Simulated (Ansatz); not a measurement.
## Run report: AlSiH$_{7}$O, nudged elastic band

System: AlSiH$_{7}$O.
Method: RKS PBE-D4/def2-SVP (Ansatz 0.2.0).

One setting was made poor on purpose. It belongs to a series of runs on one base structure; here: band between the two ends. Figures and captions count atoms from 1; the log counts them from 0 in places.

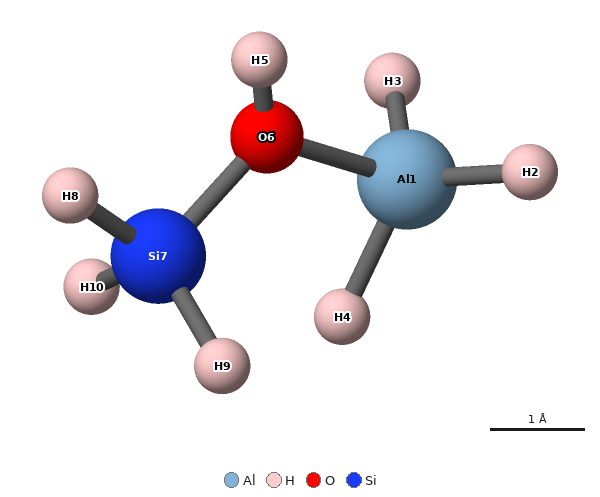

The input geometry (ball-and-stick view, seen at a tilt; atoms are numbered from 1 in the order of the input). Sticks mark near contacts. Bond lengths as drawn: Al–H 1.61 to 1.63 Å, Al–O 2.00 Å, H–O 0.98 Å, H–Si 1.49 to 1.51 Å and O–Si 1.75 Å.

### Input
```yaml
crystal:
  periodic: [false, false, false]
  atoms:
    - { symbol: Al, position_ang: [-1.694858, 0.20179, 0.000911] }
    - { symbol: H, position_ang: [-2.390447, -0.540054, 1.248428] }
    - { symbol: H, position_ang: [-2.391151, 0.108143, -1.446149] }
    - { symbol: H, position_ang: [-0.820229, 1.539586, 0.325033] }
    - { symbol: H, position_ang: [0.13601, -1.732539, -0.377623] }
    - { symbol: O, position_ang: [0.03527, -0.775657, -0.219325] }
    - { symbol: Si, position_ang: [1.482024, 0.159532, 0.071375] }
    - { symbol: H, position_ang: [2.569992, -0.859221, -0.137482] }
    - { symbol: H, position_ang: [1.494331, 0.651808, 1.480344] }
    - { symbol: H, position_ang: [1.579057, 1.246613, -0.945412] }
basis:
  gaussian: { orbitals: def2-SVP }
hamiltonian:
  xc: pbe
  dispersion: d4
neb:
  order_check: false
  images: 7
  f_tol: 0.05
  max_iterations: 60
  initial_path: linear
  final_atoms:
    - { symbol: Al, position_ang: [-1.51037844, 0.52521547, -0.20823704] }
    - { symbol: H, position_ang: [-1.98316607, -1.66570881, 0.57615783] }
    - { symbol: H, position_ang: [-2.22622242, 0.16387017, -1.58553327] }
    - { symbol: H, position_ang: [-2.27440112, 1.11186765, 1.06119114] }
    - { symbol: H, position_ang: [-1.21009496, -1.64746457, 0.57049418] }
    - { symbol: O, position_ang: [0.2069985, 0.44808335, -0.14863091] }
    - { symbol: Si, position_ang: [1.85753186, 0.3051277, -0.0827459] }
    - { symbol: H, position_ang: [2.24202785, -1.15183347, -0.01815878] }
    - { symbol: H, position_ang: [2.40534938, 0.99463869, 1.13966715] }
    - { symbol: H, position_ang: [2.4923544, 0.91620481, -1.30410442] }
```

Run as:
```bash
ansatz run input.yaml --threads 2 --pin off --max-ram 3072MiB --backend cpu --events-out ev --progress --plain --runs-dir out
```

### The program's output
```
Engine: ansatz 0.2.0, x86_64-unknown-linux-gnu
Functional definition: PBE
  parameter kappa = 0.804
  parameter beta = 0.06672455060314922
  exchange = pbe_x(kappa = kappa, mu = beta*pi^2/3)
  correlation = pbe_c(beta = beta)
938 factors; their error is unknown
mean field evaluation 1: about -16614.8890 eV, gradient 4.7e1 eV
mean field evaluation 2: about -16603.3606 eV, gradient 9.3e1 eV
mean field evaluation 4: about -16619.3659 eV, gradient 1.4e0 eV
mean field evaluation 8: about -16619.3195 eV, gradient 1.9e-2 eV
mean field -16619.31954105 eV, -610.7487281541 hartree, gradient 4.2e-5 eV, S^2 0.000000; 0 other end points of the search recorded, 0 dependent functions left out
the calculation of the forces begins
reference -16619.31958353 eV, -610.7487297151 hartree; 21, 21 occupied and 64, 64 virtual orbitals, 938 factors
938 factors; their error is unknown
mean field evaluation 16: about -16562.2202 eV, gradient 1.6e2 eV
mean field -16619.82755116 eV, -610.7673971813 hartree, gradient 2.4e-5 eV, S^2 0.000000; 0 other end points of the search recorded, 0 dependent functions left out
[... from here on the field's lines of each further geometry are left out, up to the last ...]
NEB iter   1: max|band force component| = 7.333e0 eV/Å  barrier→ = 4.3091 eV  barrier← = 4.8048 eV  Δτ_max = 0.2000 Å  (221 SCF iters)
NEB iter   2: max|band force component| = 4.758e0 eV/Å  barrier→ = 2.0220 eV  barrier← = 2.5177 eV  Δτ_max = 0.2000 Å  (193 SCF iters)
NEB iter   3: max|band force component| = 1.361e1 eV/Å  barrier→ = 1.0161 eV  barrier← = 1.5118 eV  Δτ_max = 0.1032 Å  (200 SCF iters)
NEB iter   4: max|band force component| = 7.332e-1 eV/Å  barrier→ = 0.4667 eV  barrier← = 0.9624 eV  Δτ_max = 0.2000 Å  (180 SCF iters)
NEB iter   5: max|band force component| = 1.275e0 eV/Å  barrier→ = 0.3674 eV  barrier← = 0.8631 eV  Δτ_max = 0.1000 Å  (181 SCF iters)
NEB iter   6: max|band force component| = 5.119e-1 eV/Å  barrier→ = 0.3164 eV  barrier← = 0.8121 eV  CI = image 4  Δτ_max = 0.2000 Å  (179 SCF iters)
NEB iter   7: max|band force component| = 5.936e-1 eV/Å  barrier→ = 0.4559 eV  barrier← = 0.9516 eV  CI = image 4  Δτ_max = 0.0959 Å  (181 SCF iters)
NEB iter   8: max|band force component| = 2.309e-1 eV/Å  barrier→ = 0.3817 eV  barrier← = 0.8774 eV  CI = image 4  Δτ_max = 0.1343 Å  (181 SCF iters)
NEB iter   9: max|band force component| = 1.082e-1 eV/Å  barrier→ = 0.3797 eV  barrier← = 0.8754 eV  CI = image 4  Δτ_max = 0.0629 Å  (181 SCF iters)
NEB iter  10: max|band force component| = 6.762e-2 eV/Å  barrier→ = 0.3786 eV  barrier← = 0.8743 eV  CI = image 4  Δτ_max = 0.0849 Å  (176 SCF iters)
NEB iter  11: max|band force component| = 5.789e-2 eV/Å  barrier→ = 0.3782 eV  barrier← = 0.8739 eV  CI = image 4  Δτ_max = 0.0810 Å  (171 SCF iters)
NEB iter  12: max|band force component| = 1.027e-1 eV/Å  barrier→ = 0.3781 eV  barrier← = 0.8738 eV  CI = image 4  Δτ_max = 0.0406 Å  (164 SCF iters)
NEB iter  13: max|band force component| = 5.061e-2 eV/Å  barrier→ = 0.3780 eV  barrier← = 0.8737 eV  CI = image 4  Δτ_max = 0.0183 Å  (172 SCF iters)
the calculation of the forces begins
reference -16619.82699310 eV, -610.7673766731 hartree; 21, 21 occupied and 64, 64 virtual orbitals, 938 factors
938 factors; their error is unknown
mean field evaluation 896: about -16618.9510 eV, gradient 4.2e-3 eV
mean field -16618.95098303 eV, -610.7351838969 hartree, gradient 1.4e-5 eV, S^2 0.000000; 1 other end points of the search recorded, 0 dependent functions left out
the calculation of the forces begins
reference -16618.95102734 eV, -610.7351855250 hartree; 21, 21 occupied and 64, 64 virtual orbitals, 938 factors
NEB iter  14: max|band force component| = 3.573e-2 eV/Å  barrier→ = 0.3779 eV  barrier← = 0.8736 eV  CI = image 4  Δτ_max = 0.0000 Å  (338 SCF iters)
```

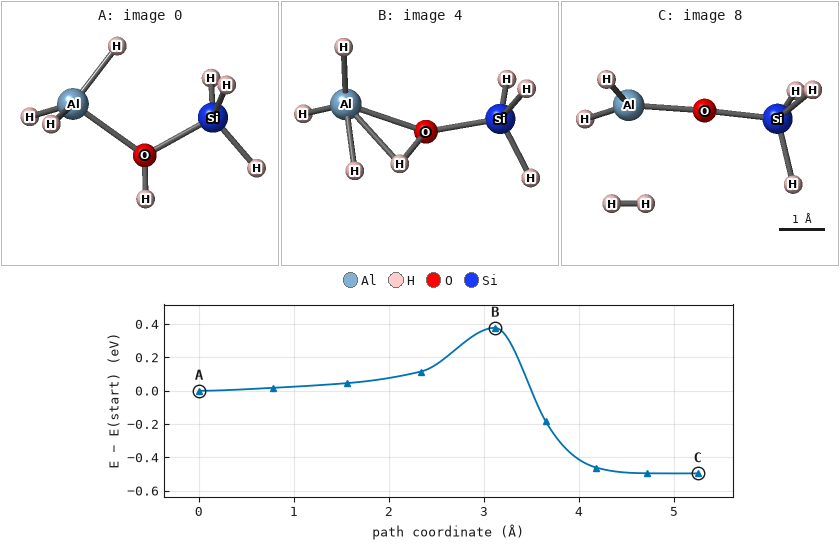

Images of the last band (counted from 0; ball-and-stick, seen at a tilt) above the energy along the path; the line is a cubic interpolation that uses the forces. The highest image is number 4, 0.378 eV above the start and 0.874 eV above the end (the climbing image); the end lies 0.496 eV below the start. The path is 5.25 Å long. The band converged in 14 iterations.

```
Total energy: -16619.11927461 eV, -610.7413684984 hartree
Atom 0 at    -1.765912     0.196667    -0.120397 Å, force    -0.005894     0.002925     0.005408 eV/Å
Atom 1 at    -1.594978    -1.327789     0.741227 Å, force     0.001215     0.002400    -0.001600 eV/Å
Atom 2 at    -2.467797    -0.000054    -1.539063 Å, force     0.000494    -0.001218    -0.000782 eV/Å
Atom 3 at    -2.084650     1.398608     0.882947 Å, force     0.001172    -0.004514    -0.005235 eV/Å
Atom 4 at    -0.541055    -1.063053     0.444732 Å, force    -0.002343     0.007160    -0.002191 eV/Å
Atom 5 at     0.095586    -0.253277    -0.151337 Å, force     0.017474    -0.003520     0.008006 eV/Å
Atom 6 at     1.738206     0.172280    -0.073679 Å, force    -0.013791    -0.005173    -0.003569 eV/Å
Atom 7 at     2.556789    -1.072819    -0.251258 Å, force     0.000884     0.000158    -0.001745 eV/Å
Atom 8 at     2.056311     0.805058     1.251655 Å, force     0.001069    -0.001075     0.002166 eV/Å
Atom 9 at     2.007499     1.144381    -1.184726 Å, force    -0.000280     0.002856    -0.000459 eV/Å
Dipole moment:     0.422929    -0.041636     0.046022 e Å
this run last wrote the band of iteration 14 to [file]
```

### The last band as extended XYZ (Å, eV, eV/Å)
```
10
Properties=species:S:1:pos:R:3:forces:R:3 image=0 energy=-16619.49713
Al   -1.6949    0.2018    0.0009    0.0167  -0.0034  -0.0003
H    -2.3904   -0.5401    1.2484   -0.0026  -0.0012   0.0004
H    -2.3912    0.1081   -1.4461    0.0004  -0.0020  -0.0005
H    -0.8202    1.5396    0.3250   -0.0010  -0.0042  -0.0007
H     0.1360   -1.7325   -0.3776   -0.0011   0.0037  -0.0023
O     0.0353   -0.7757   -0.2193    0.0004   0.0133   0.0064
Si    1.4820    0.1595    0.0714   -0.0222  -0.0055  -0.0023
H     2.5700   -0.8592   -0.1375    0.0013  -0.0006   0.0001
H     1.4943    0.6518    1.4803    0.0041   0.0000   0.0005
H     1.5791    1.2466   -0.9454    0.0041  -0.0002  -0.0013
10
Properties=species:S:1:pos:R:3:forces:R:3 image=1 energy=-16619.47942
Al   -1.7191    0.2189   -0.0263    0.0015   0.0024   0.0032
H    -2.4518   -0.7679    1.0191   -0.0025   0.0081   0.0082
H    -2.2452    0.2480   -1.5465   -0.0025  -0.0043   0.0026
H    -1.0403    1.5786    0.5438    0.0148  -0.0009  -0.0112
H     0.0595   -1.6865    0.1074    0.0049  -0.0058  -0.0114
O     0.0516   -0.7444   -0.1450    0.0073  -0.0030  -0.0044
Si    1.5442    0.1401   -0.0009   -0.0090  -0.0082   0.0023
H     2.6137   -0.8794   -0.2708   -0.0010   0.0069   0.0013
H     1.6885    0.7015    1.3771   -0.0093   0.0004   0.0040
H     1.4989    1.1910   -1.0579   -0.0044   0.0044   0.0054
10
Properties=species:S:1:pos:R:3:forces:R:3 image=2 energy=-16619.45136
Al   -1.7889    0.2023   -0.0417    0.0051  -0.0065  -0.0021
H    -2.4045   -1.0267    0.8145   -0.0182   0.0120   0.0041
H    -2.1627    0.2958   -1.6036    0.0133   0.0013  -0.0034
H    -1.4626    1.5800    0.7349    0.0277   0.0045  -0.0034
H    -0.0011   -1.4800    0.4168    0.0081  -0.0240  -0.0007
O     0.0741   -0.6242   -0.0479   -0.0077  -0.0102   0.0073
Si    1.6365    0.1286   -0.0556    0.0014   0.0026  -0.0006
H     2.6260   -0.9711   -0.3027    0.0052   0.0102  -0.0053
H     1.8976    0.7857    1.2643   -0.0119   0.0035  -0.0008
H     1.5855    1.1096   -1.1788   -0.0228   0.0066   0.0048
10
Properties=species:S:1:pos:R:3:forces:R:3 image=3 energy=-16619.38165
Al   -1.8690    0.1661   -0.0566   -0.0317  -0.0068   0.0123
H    -2.0883   -1.2255    0.7711   -0.0883   0.0120   0.0072
H    -2.3327    0.1770   -1.5943    0.0281   0.0248  -0.0060
H    -1.8902    1.5328    0.7927    0.0326   0.0056  -0.0179
H    -0.1223   -1.2172    0.4279    0.0883  -0.0346  -0.0004
O     0.0908   -0.3988   -0.0760    0.0150  -0.0263   0.0121
Si    1.7324    0.1434   -0.0615   -0.0098  -0.0068   0.0050
H     2.5832   -1.0764   -0.2520    0.0110   0.0168  -0.0080
H     2.0415    0.7985    1.2502   -0.0050   0.0104   0.0000
H     1.8546    1.1001   -1.2014   -0.0401   0.0049  -0.0043
10
Properties=species:S:1:pos:R:3:forces:R:3 image=4 energy=-16619.11923
Al   -1.7659    0.1967   -0.1204   -0.0059   0.0029   0.0054
H    -1.5950   -1.3278    0.7412    0.0012   0.0024  -0.0016
H    -2.4678   -0.0001   -1.5391    0.0005  -0.0012  -0.0008
H    -2.0846    1.3986    0.8829    0.0012  -0.0045  -0.0052
H    -0.5411   -1.0631    0.4447   -0.0023   0.0072  -0.0022
O     0.0956   -0.2533   -0.1513    0.0175  -0.0035   0.0080
Si    1.7382    0.1723   -0.0737   -0.0138  -0.0052  -0.0036
H     2.5568   -1.0728   -0.2513    0.0009   0.0002  -0.0017
H     2.0563    0.8051    1.2517    0.0011  -0.0011   0.0022
H     2.0075    1.1444   -1.1847   -0.0003   0.0029  -0.0005
10
Properties=species:S:1:pos:R:3:forces:R:3 image=5 energy=-16619.68034
Al   -1.6102    0.2901   -0.1905    0.3207   0.2559  -0.1841
H    -1.5626   -1.4870    0.7995    0.0046  -0.2262   0.1220
H    -2.4796   -0.0680   -1.4785    0.0071  -0.0880   0.0654
H    -2.1064    1.2965    0.9463   -0.0086  -0.0951   0.0340
H    -0.8084   -1.2822    0.5794   -0.5740  -0.4013   0.2901
O     0.1195   -0.0730   -0.2622    0.0327   0.3377  -0.1948
Si    1.7418    0.2546   -0.1246    0.0151   0.0978  -0.0669
H     2.5498   -1.0063   -0.3006   -0.0456   0.0281  -0.0184
H     2.0666    0.8331    1.2305    0.0228   0.0166  -0.0248
H     2.0893    1.2421   -1.1992    0.2252   0.0745  -0.0226
10
Properties=species:S:1:pos:R:3:forces:R:3 image=6 energy=-16619.95801
Al   -1.5551    0.3536   -0.2173    0.0196   0.0309  -0.0345
H    -1.6957   -1.6467    0.9001   -0.0732  -0.0539   0.0408
H    -2.4984   -0.1218   -1.4087    0.0033  -0.0226   0.0118
H    -2.0713    1.2090    1.0276    0.0110  -0.0226   0.0067
H    -0.9603   -1.5204    0.6881   -0.0548  -0.0780   0.0439
O     0.1465    0.1089   -0.4134    0.0174   0.0920  -0.0196
Si    1.7745    0.3506   -0.1923    0.0210   0.0135  -0.0306
H     2.5159   -0.9504   -0.3610   -0.0184   0.0089  -0.0110
H     2.0711    0.8798    1.1893   -0.0023   0.0147  -0.0103
H     2.2728    1.3373   -1.2124    0.0763   0.0171   0.0028
10
Properties=species:S:1:pos:R:3:forces:R:3 image=7 energy=-16619.99218
Al   -1.5491    0.3781   -0.1479   -0.0005  -0.0023   0.0021
H    -1.8127   -1.7681    0.8688    0.0019   0.0017  -0.0021
H    -2.4310   -0.1017   -1.3846    0.0001   0.0006  -0.0001
H    -2.1540    1.0477    1.1670   -0.0005  -0.0014   0.0004
H    -1.0561   -1.7110    0.7197   -0.0089  -0.0055   0.0018
O     0.1624    0.3289   -0.3271    0.0182  -0.0006   0.0026
Si    1.8165    0.4344   -0.2422   -0.0109   0.0129  -0.0062
H     2.4252   -0.9384   -0.3697   -0.0025   0.0009   0.0041
H     2.2561    1.0293    1.0716    0.0013  -0.0035   0.0029
H     2.3426    1.3008   -1.3556    0.0019  -0.0028  -0.0054
10
Properties=species:S:1:pos:R:3:forces:R:3 image=8 energy=-16619.99284
Al   -1.5598    0.4057   -0.0541    0.0012   0.0047  -0.0011
H    -1.7818   -1.8207    0.7415    0.0102  -0.0091   0.0015
H    -2.3759   -0.0023   -1.3608   -0.0041   0.0040  -0.0013
H    -2.2400    0.9221    1.2912   -0.0038   0.0034   0.0016
H    -1.0167   -1.7414    0.6615   -0.0135   0.0042  -0.0017
O     0.1560    0.4640   -0.1616    0.0050  -0.0137   0.0012
Si    1.8112    0.4513   -0.2574   -0.0064  -0.0005   0.0023
H     2.3125   -0.9711   -0.2506    0.0063   0.0022   0.0004
H     2.4200    1.1741    0.9160    0.0031   0.0040  -0.0032
H     2.2746    1.1184   -1.5256    0.0019   0.0008   0.0003
```

### Summary

| quantity | value |
| --- | --- |
| outcome | converged |
| barrier, forward | 0.378 eV |
| barrier, backward | 0.874 eV |
| hardware | 2 threads of Intel Xeon (Sapphire Rapids), 16 GiB of memory available, shared host |
| wall time | 84 s (CPU time 2.6 min) |
| peak memory | 0.14 GiB |

### Notes

A deliberately poor setting: straight start. The order of the saddle point was not checked.
